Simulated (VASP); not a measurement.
Shape and ions are relaxed at each volume.

Energy against volume of Re (hcp). The numbers are results of r2SCAN meta-GGA, VASP's PBE PAW potentials (set 64) (plane waves; VASP), not measurements.

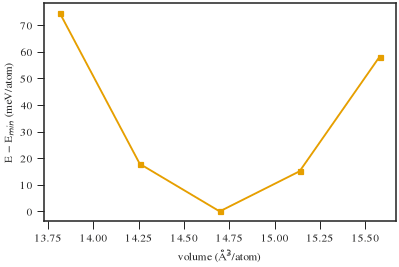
Figure. Energy against volume

Problem. Estimate the equilibrium volume and the bulk modulus.

Solution. The minimum lies near 14.7 Å³/atom, and the curvature gives B0 of about 400 GPa.

Measured: bulk modulus 369 GPa at 0 K (computed value off by +7.7 %), as given by Vázquez-Parga, Fernández-Martínez, Viñes, J. Chem. Theory Comput. (2023), doi:10.1021/acs.jctc.3c00612, Supporting … [zero-point energy and finite temperature contributions removed].

The compound is Re in the hcp structure. It was relaxed first.
